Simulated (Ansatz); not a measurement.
# Sn(vinyl)3(OEt) (C8H14OSn): single points with varied inputs

Aim: run Sn(vinyl)3(OEt) (C8H14OSn) under a spread of inputs, and see what each costs and gives.

Method: the settings change from run to run; program: Ansatz 0.2.0, Gaussian basis.

2 further runs of the same task are left out: 2 set aside as unsound or not needed. Runs told in other sessions of the task aren't counted.

### 1 The relaxed structure

The geometry comes from an earlier relaxation with r2SCAN-D4/def2-SVP; it is a stationary point, not always the lowest conformer. Sn takes a core potential in def2 sets; no spin-orbit term is included.

24 atoms, charge 0, spin multiplicity 1.

Atoms are counted from 1 here; the program's logs count them from 0.

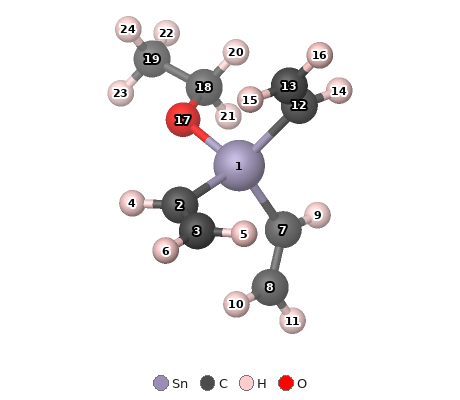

The geometry (tin purple, carbon dark grey, hydrogen pink, oxygen red); atoms are numbered from 1 in the order of the file.

### 2 BLYP/def2-SVPD

Set apart from the defaults: charge -1, multiplicity 2, atoms shaken by 0.08 Å, D4 dispersion.

in.yaml

```yaml
crystal:
  periodic: [false, false, false]
  atoms:
    - {symbol: Sn, position_ang: [0.147724, 0.358413, 0.165896]}
    - {symbol: C, position_ang: [0.099132, 0.041991, 2.337067]}
    - {symbol: C, position_ang: [0.399245, 1.024174, 3.242970]}
    - {symbol: H, position_ang: [-0.072545, -0.708087, 2.850584]}
    - {symbol: H, position_ang: [0.764706, 2.021958, 2.821752]}
    - {symbol: H, position_ang: [0.329920, 0.891492, 4.435971]}
    - {symbol: C, position_ang: [2.391302, 0.200741, -0.512001]}
    - {symbol: C, position_ang: [3.360714, -0.037101, 0.223104]}
    - {symbol: H, position_ang: [2.386505, 0.499634, -1.652796]}
    - {symbol: H, position_ang: [2.964967, -0.307313, 1.347804]}
    - {symbol: H, position_ang: [4.374397, -0.288909, -0.163753]}
    - {symbol: C, position_ang: [-0.688344, 1.965337, -0.457611]}
    - {symbol: C, position_ang: [-1.662347, 2.685009, 0.493804]}
    - {symbol: H, position_ang: [-0.655817, 2.609480, -1.565293]}
    - {symbol: H, position_ang: [-1.877392, 2.340212, 1.467326]}
    - {symbol: H, position_ang: [-2.040573, 3.719602, 0.221025]}
    - {symbol: O, position_ang: [-0.714354, -1.189261, -0.471125]}
    - {symbol: C, position_ang: [-0.940291, -1.576579, -1.688866]}
    - {symbol: C, position_ang: [-1.556346, -2.790747, -2.171234]}
    - {symbol: H, position_ang: [-1.422746, -0.763786, -2.383631]}
    - {symbol: H, position_ang: [0.071279, -1.559258, -2.304697]}
    - {symbol: H, position_ang: [-1.835994, -2.990412, -3.112709]}
    - {symbol: H, position_ang: [-1.089437, -3.607860, -1.507804]}
    - {symbol: H, position_ang: [-2.671807, -2.625890, -1.456031]}
basis:
  gaussian: {orbitals: def2-SVPD}
total_charge: -1
magnetization: {spin_polarized: true, initial_magnetization: 1}
hamiltonian: {xc: {name: BLYP}, dispersion: d4}
scf: {omitted_lower_state_checks: [starts]}
```

Launch:

```sh
> ansatz run in.yaml --threads 2 --pin off --events-out ev --progress --plain --max-ram 32768MiB --backend cuda --devices 0, --max-vram 18GiB
```

The log of the run:

```text
Functional definition: BLYP
  name "BLYP"
  cite "Becke, Phys. Rev. A 38, 3098 (1988) doi:10.1103/PhysRevA.38.3098"
  cite "Lee, Yang & Parr, Phys. Rev. B 37, 785 (1988) doi:10.1103/PhysRevB.37.785"
  parameter beta = 0.0042
  parameter a = 0.04918
  parameter b = 0.132
  parameter c = 0.2533
  parameter d = 0.349
  exchange = b88_x(beta = beta)
  correlation = lyp_c(a = a, b = b, c = c, d = d)
these checks for a lower state are left out or cut short: starts
2786 factors; their error is unknown
mean field evaluation 1: about -16351.2995 eV, gradient 7.5e1 eV
mean field evaluation 2: about -16250.1068 eV, gradient 1.4e2 eV
mean field evaluation 4: about -16372.9472 eV, gradient 3.2e1 eV
mean field evaluation 8: about -16378.8561 eV, gradient 1.3e1 eV
mean field evaluation 16: about -16380.8100 eV, gradient 1.4e-1 eV
mean field evaluation 32: about -16380.6690 eV, gradient 2.2e-5 eV
mean field -16380.66897809 eV, -601.9784817287 hartree, gradient 7.2e-6 eV, S^2 0.753140; 0 other end points of the search recorded, 0 dependent functions left out
reference -16380.66958960 eV, -601.9785042011 hartree; 47, 46 occupied and 280, 281 virtual orbitals, 2786 factors
Total energy: -16382.07708569 eV, -602.0302287285 hartree
Checks for a lower state left out: starts
```

Run time: 8 s. Hardware: 1 × H100 (card shared with other runs) with 2 threads of AMD EPYC 7R13, shared host; peak host memory 0.98 GiB.

⟨S²⟩ 0.753.

### 3 revPBE0/def2-SVPD

Options: multiplicity 3, atoms shaken by 0.08 Å, D3(BJ) dispersion.

in.yaml

```yaml
crystal:
  periodic: [false, false, false]
  atoms:
    - {symbol: Sn, position_ang: [0.464698, 0.433013, 0.194198]}
    - {symbol: C, position_ang: [0.165448, 0.104275, 2.407021]}
    - {symbol: C, position_ang: [0.542864, 0.984088, 3.317441]}
    - {symbol: H, position_ang: [-0.200226, -0.960436, 2.711961]}
    - {symbol: H, position_ang: [0.779457, 2.044257, 2.891836]}
    - {symbol: H, position_ang: [0.447866, 0.843618, 4.342649]}
    - {symbol: C, position_ang: [2.194464, 0.301110, -0.520618]}
    - {symbol: C, position_ang: [3.212766, -0.101374, 0.372914]}
    - {symbol: H, position_ang: [2.380099, 0.217850, -1.548065]}
    - {symbol: H, position_ang: [3.229762, -0.246356, 1.350530]}
    - {symbol: H, position_ang: [4.322234, -0.076022, -0.236502]}
    - {symbol: C, position_ang: [-0.794349, 2.043497, -0.498377]}
    - {symbol: C, position_ang: [-1.643999, 2.623970, 0.454123]}
    - {symbol: H, position_ang: [-0.567198, 2.623885, -1.325727]}
    - {symbol: H, position_ang: [-1.869926, 2.442503, 1.529207]}
    - {symbol: H, position_ang: [-2.159432, 3.748776, 0.160020]}
    - {symbol: O, position_ang: [-0.887879, -1.367019, -0.388100]}
    - {symbol: C, position_ang: [-0.885590, -1.460738, -1.782238]}
    - {symbol: C, position_ang: [-1.638338, -2.750672, -2.031289]}
    - {symbol: H, position_ang: [-1.419191, -0.752475, -2.421792]}
    - {symbol: H, position_ang: [0.299162, -1.622798, -2.299627]}
    - {symbol: H, position_ang: [-1.636591, -3.111065, -3.175210]}
    - {symbol: H, position_ang: [-1.257358, -3.654123, -1.513521]}
    - {symbol: H, position_ang: [-2.649645, -2.759552, -1.421400]}
basis:
  gaussian: {orbitals: def2-SVPD}
magnetization: {spin_polarized: true, initial_magnetization: 2}
hamiltonian: {xc: {name: revPBE0}, dispersion: d3bj}
output: {forces: true}
```

Launched as before.

The log of the run, shortened:

```text
Functional definition: revPBE0
  name "revPBE0"
  cite "Zhang & Yang, Phys. Rev. Lett. 80, 890 (1998) doi:10.1103/PhysRevLett.80.890"
  cite "Adamo & Barone, J. Chem. Phys. 110, 6158 (1999) doi:10.1063/1.478522"
  cite "Perdew, Burke & Ernzerhof, Phys. Rev. Lett. 77, 3865 (1996) doi:10.1103/PhysRevLett.77.3865"
[...]
2848 factors; their error is unknown
[...]
mean field -16382.05064378 eV, -602.0292570061 hartree, gradient 2.6e-5 eV, S^2 2.022966; 4 other end points of the search recorded, 0 dependent functions left out
[...]
reference -16382.05071796 eV, -602.0292597323 hartree; 47, 45 occupied and 280, 282 virtual orbitals, 2848 factors
Total energy: -16383.31967597 eV, -602.0758930790 hartree
Atom 0 at     0.464698     0.433013     0.194198 Å, force    -7.220840    -0.383724     2.607984 eV/Å
[...]
Atom 14 at    -1.869926     2.442503     1.529207 Å, force     0.351592    -0.862187    -0.853601 eV/Å
Atom 15 at    -2.159432     3.748776     0.160020 Å, force     1.341500    -3.177906     0.600049 eV/Å
Atom 16 at    -0.887879    -1.367019    -0.388100 Å, force     1.685104     2.453060    -0.642096 eV/Å
Atom 17 at    -0.885590    -1.460738    -1.782238 Å, force     2.501183    -2.702995    -0.588502 eV/Å
Atom 18 at    -1.638338    -2.750672    -2.031289 Å, force    -1.541867    -2.553534    -0.682042 eV/Å
Atom 19 at    -1.419191    -0.752475    -2.421792 Å, force     0.123282     1.166560     0.427731 eV/Å
Atom 20 at     0.299162    -1.622798    -2.299627 Å, force    -2.994529     0.621093     1.380087 eV/Å
Atom 21 at    -1.636591    -3.111065    -3.175210 Å, force    -0.669916     1.120867     2.257492 eV/Å
Atom 22 at    -1.257358    -3.654123    -1.513521 Å, force     0.929225     0.446796    -0.075675 eV/Å
Atom 23 at    -2.649645    -2.759552    -1.421400 Å, force     1.180548     0.596496    -1.970126 eV/Å
Dipole moment:     0.397602     0.413194     0.039244 e Å
```

It took 13 s on 1 × H100 (card shared with other runs) with 2 threads of AMD EPYC 7R13, shared host; peak host memory 1.1 GiB.

Largest force 8.956 eV/Å, dipole 2.76 D, ⟨S²⟩ 2.023.

### 4 PBEsol/def2-SVPD

Set apart from the defaults: coordinates scaled by 0.96, D4 dispersion.

in.yaml

```yaml
crystal:
  periodic: [false, false, false]
  atoms:
    - {symbol: Sn, position_ang: [0.236122, 0.335312, 0.206143]}
    - {symbol: C, position_ang: [0.129396, 0.072433, 2.234222]}
    - {symbol: C, position_ang: [0.420675, 0.989547, 3.088177]}
    - {symbol: H, position_ang: [-0.194912, -0.870964, 2.576386]}
    - {symbol: H, position_ang: [0.746529, 1.949063, 2.799236]}
    - {symbol: H, position_ang: [0.348455, 0.825769, 4.127223]}
    - {symbol: C, position_ang: [2.164697, 0.222300, -0.506877]}
    - {symbol: C, position_ang: [3.147579, -0.071471, 0.269771]}
    - {symbol: H, position_ang: [2.356292, 0.414617, -1.526777]}
    - {symbol: H, position_ang: [3.012032, -0.269999, 1.296509]}
    - {symbol: H, position_ang: [4.139663, -0.128274, -0.083507]}
    - {symbol: C, position_ang: [-0.741334, 2.046583, -0.392699]}
    - {symbol: C, position_ang: [-1.558933, 2.654138, 0.392755]}
    - {symbol: H, position_ang: [-0.565931, 2.440129, -1.355123]}
    - {symbol: H, position_ang: [-1.766226, 2.304147, 1.364613]}
    - {symbol: H, position_ang: [-2.064253, 3.532714, 0.101037]}
    - {symbol: O, position_ang: [-0.728908, -1.207588, -0.430238]}
    - {symbol: C, position_ang: [-0.859862, -1.434420, -1.757371]}
    - {symbol: C, position_ang: [-1.592552, -2.677302, -1.949946]}
    - {symbol: H, position_ang: [-1.381603, -0.637382, -2.241868]}
    - {symbol: H, position_ang: [0.091620, -1.506721, -2.239041]}
    - {symbol: H, position_ang: [-1.718756, -2.894006, -2.977778]}
    - {symbol: H, position_ang: [-1.073615, -3.478711, -1.496115]}
    - {symbol: H, position_ang: [-2.546155, -2.609922, -1.498734]}
basis:
  gaussian: {orbitals: def2-SVPD}
hamiltonian: {xc: {name: PBEsol}, dispersion: d4}
scf: {omitted_lower_state_checks: [starts]}
output: {forces: true}
```

The command is unchanged.

The log of the run, shortened:

```text
Functional definition: PBEsol
  name "PBEsol"
  cite "Perdew et al., Phys. Rev. Lett. 100, 136406 (2008) doi:10.1103/PhysRevLett.100.136406"
  cite "Perdew, Burke & Ernzerhof, Phys. Rev. Lett. 77, 3865 (1996) doi:10.1103/PhysRevLett.77.3865"
  parent pbesol
[...]
2786 factors; their error is unknown
[...]
mean field -16327.42912394 eV, -600.0219531758 hartree, gradient 5.9e-5 eV, S^2 0.000000; 0 other end points of the search recorded, 0 dependent functions left out
[...]
reference -16327.42919580 eV, -600.0219558165 hartree; 46, 46 occupied and 281, 281 virtual orbitals, 2786 factors
Total energy: -16327.68449699 eV, -600.0313379624 hartree
Atom 0 at     0.236122     0.335312     0.206143 Å, force     0.498922     0.738892     0.204630 eV/Å
Atom 1 at     0.129396     0.072433     2.234222 Å, force    -0.419314    -1.292703    -1.954181 eV/Å
[...]
Atom 15 at    -2.064253     3.532714     0.101037 Å, force    -0.952971     1.622049    -0.499426 eV/Å
Atom 16 at    -0.728908    -1.207588    -0.430238 Å, force    -0.633760    -0.965677     1.732724 eV/Å
Atom 17 at    -0.859862    -1.434420    -1.757371 Å, force    -0.045992    -0.068099    -0.210362 eV/Å
Atom 18 at    -1.592552    -2.677302    -1.949946 Å, force    -0.078045    -0.131802    -0.260745 eV/Å
Atom 19 at    -1.381603    -0.637382    -2.241868 Å, force    -0.887739     1.427172    -0.912716 eV/Å
Atom 20 at     0.091620    -1.506721    -2.239041 Å, force     1.679628    -0.091189    -0.906771 eV/Å
Atom 21 at    -1.718756    -2.894006    -2.977778 Å, force    -0.256363    -0.438839    -1.840287 eV/Å
Atom 22 at    -1.073615    -3.478711    -1.496115 Å, force     0.935503    -1.483427     0.800388 eV/Å
Atom 23 at    -2.546155    -2.609922    -1.498734 Å, force    -1.752189     0.103063     0.796986 eV/Å
Dipole moment:     0.193064     0.327182     0.016885 e Å
Checks for a lower state left out: starts
```

Wall time 3.9 s (1 × H100 (card shared with other runs) with 2 threads of AMD EPYC 7R13, shared host); peak host memory 0.9 GiB.

Largest force 2.481 eV/Å, dipole 1.83 D.

### 5 The runs in one table

| level | charge | multiplicity | geometry | functions | energy (eV) | time |
| --- | --- | --- | --- | --- | --- | --- |
| BLYP/def2-SVPD | -1 | 2 | shaken | 327 | -16382.077 | 8 s |
| revPBE0/def2-SVPD | 0 | 3 | shaken | 327 | -16383.320 | 13 s |
| PBEsol/def2-SVPD | 0 | 1 | scaled | 327 | -16327.684 | 3.9 s |

### 6 Outcome

```
quantity                    value
    runs                        3
quickest  PBEsol/def2-SVPD, 3.9 s
 slowest  revPBE0/def2-SVPD, 13 s
```

The runs differ in state or geometry as well as level, so their energies can't be set against each other. revPBE0/def2-SVPD took 3 times as long as PBEsol/def2-SVPD. The jobs differ in tasks and options as well as level.
